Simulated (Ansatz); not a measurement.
AlH$_{4}$P···HCl

```xyz
8

Al    0.1096   -0.5476   -0.3706
Cl   -0.1243    0.2789    2.9419
H     1.4491    0.2363   -0.6772
H    -1.3180   -0.0020   -0.7778
P     0.2207   -2.5746    0.7076
H    -0.6978   -3.3121   -0.0933
H     1.4153   -3.0856    0.1246
H    -0.0855   -1.0542    2.8167
```

Not at a stationary point (largest force 1.0 eV/Å).

The calculation used Ansatz 0.2.0, RKS B3LYP-D4/def2-SVP.

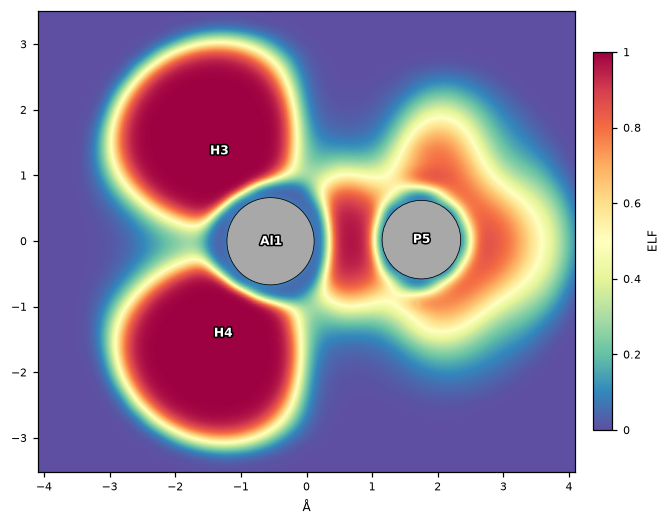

Figure 1. ELF on the plane of atoms H4, Al1 and P5. Grey discs cover the atomic cores.

Read the bonding off the picture.

Answer. Atoms in the plane: Al, H and P.
Al–P (2.30 Å): the ELF peaks at about 0.95 between the atoms (a shared electron pair).
Al–H (1.58 Å): the ELF climbs to about 1 towards the hydrogen.
The ELF also peaks beside P5, away from the bonds: lone-pair regions.

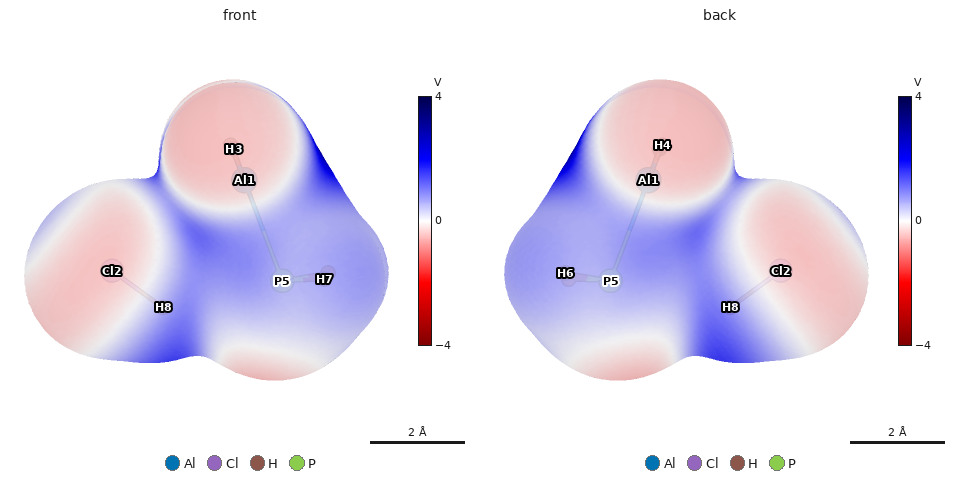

Figure 2. The electrostatic potential painted on the density surface at 0.002 e/bohr³, seen from the front and from behind; red is negative and blue positive.

Which sites attract a positive test charge, and which a negative one?

Answer. A positive charge is drawn to the negative regions and a negative charge to the positive ones. The most negative region (about −0.5 V) lies over Cl2, H3, H4 and P5, the most positive (about +3.0 V) over Al1. Cl2 shows a σ-hole: about +0.4 V at the tip opposite its bond, against about 0.0 V on its flanks.

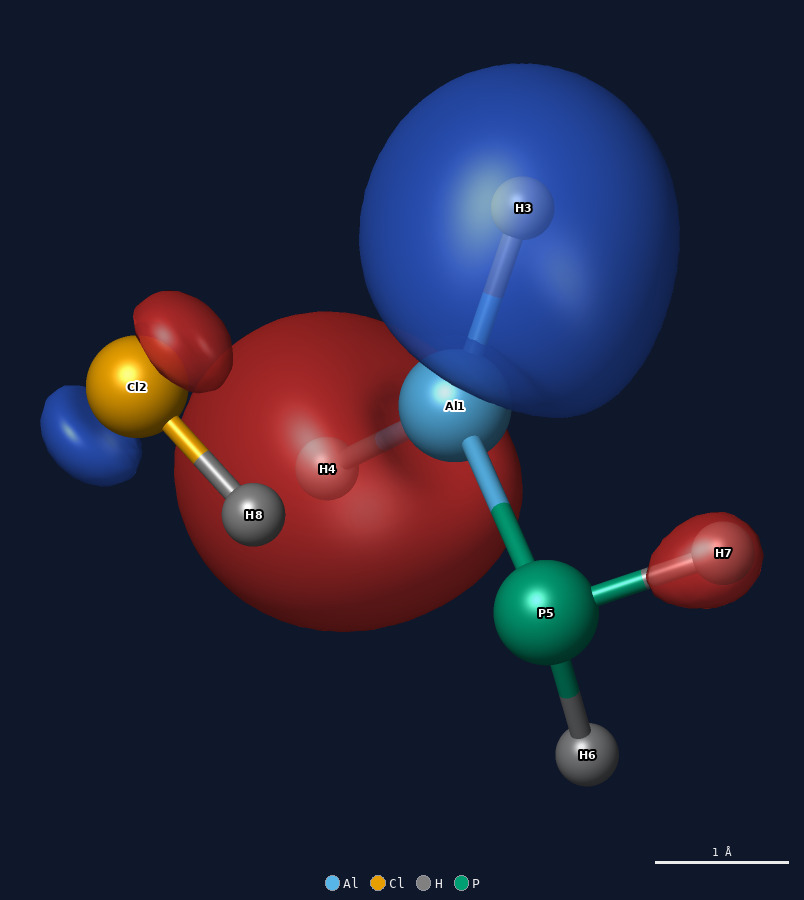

Figure 3. The HOMO−1 at ±0.1 Å⁻³ᐟ² (red and blue are the two phases), seen at an oblique angle.

What is the character of this orbital?

Answer. By Hirshfeld shares it lies mainly on Al1 (about 35 %), H4 (about 30 %) and H3 (about 30 %). Its energy is −8.37 eV.
